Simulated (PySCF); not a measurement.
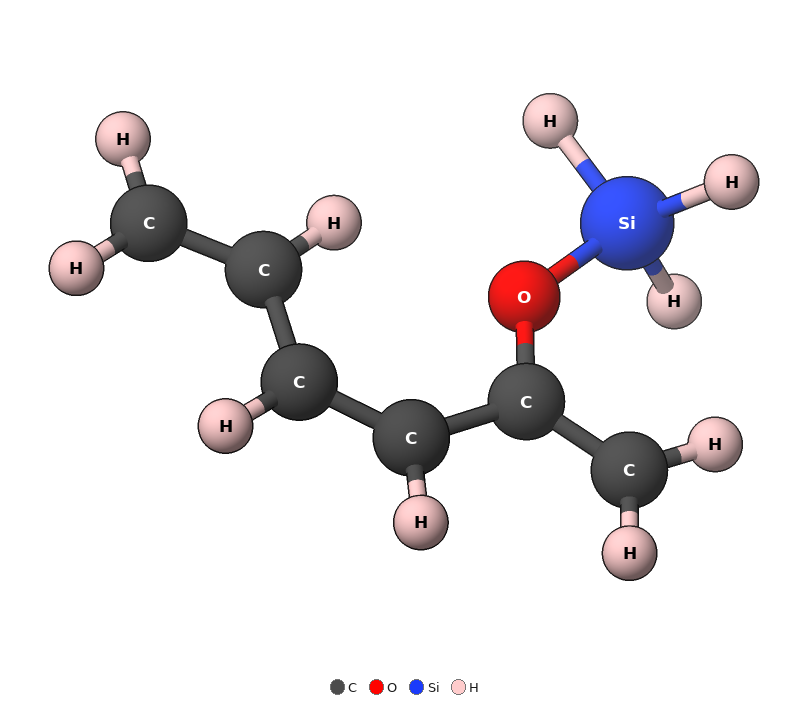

The geometry was computed by an optimisation with GFN2-xTB. No frequency run is at hand to confirm it as a minimum. Properties computed with CAM-B3LYP/def2-SVPD, gas phase (PySCF 2.14.0). Excitations: vertical, linear response.

Predict the main results.

The species is C₆H₁₀OSi (`C=C/C=C\C(=C)O[SiH3]`).
- dipole moment: 0.51 D
- HOMO energy (Kohn–Sham orbital): −7.38 eV
- LUMO energy (Kohn–Sham orbital): −0.32 eV
- HOMO–LUMO gap: 7.06 eV
- mean static polarisability: 114.7 bohr³
- lowest vertical singlet excitation: 4.90 eV
- its oscillator strength: 0.905

The geometry is semi-empirical. Around Si such bond lengths and angles can be off by a tenth of an ångström or more and by several degrees, and values that hang on the shape move with them.
